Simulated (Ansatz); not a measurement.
**Computed energy against volume: Hf (hcp, Mg type)**

Hf (hcp, Mg type), conventional cell a = 3.1979 Å, b = 3.1979 Å, c = 5.0473 Å, α = 90.00°, β = 90.00°, γ = 120.00°. The calculation uses the primitive cell of 2 atoms, to which meshes and values per cell refer.

Equation-of-state scan: isotropic scaling of the cell above, V₀ being its volume. Symmetry pins the atoms to their sites.

All values below come from r2SCAN (plane waves to 500 eV, PAW, scalar-relativistic; Ansatz, a program for electronic structure). k mesh 17×17×9 (Γ-centred), Fermi-Dirac smearing 0.05 eV. The energy includes the smearing's −TS. With the shape held, the modulus is that of even scaling; a crystal free to change shape is softer. Hf is run without spin polarisation. Hf was relaxed with its symmetry unable to fall. Spin-orbit coupling is left out, though Hf is heavy. ΔE is measured from the relaxed starting cell.

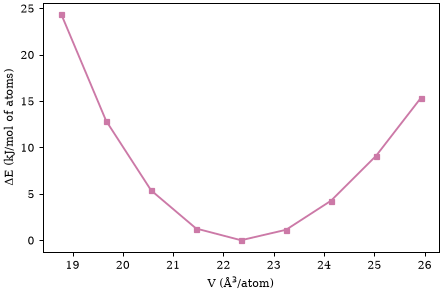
Fig. 1. ΔE (kJ/mol of atoms) against V (Å³/atom); markers are the computed points, lines only join them.

The bulk modulus at fixed cell shape B₀ (third-order Birch-Murnaghan fit) comes out as 111 GPa and the pressure derivative B₀′ (fit) is 3.3. The energy cost of the largest compression is 253 meV/atom. The energy cost of the largest expansion is 159 meV/atom and the pressure at the smallest volume is 25.6 GPa.

Check by three points about V = 22.351 Å³/atom, step 1.788: d²E/dV² ≈ (56 − 2·0 + 44) meV / 1.788² = 0.0313 eV/Å⁶, and V·d²E/dV² × 160.2 = 112 GPa.

(A scan under strain: stresses follow from slopes of the energy per volume, elastic moduli from its curvatures.)
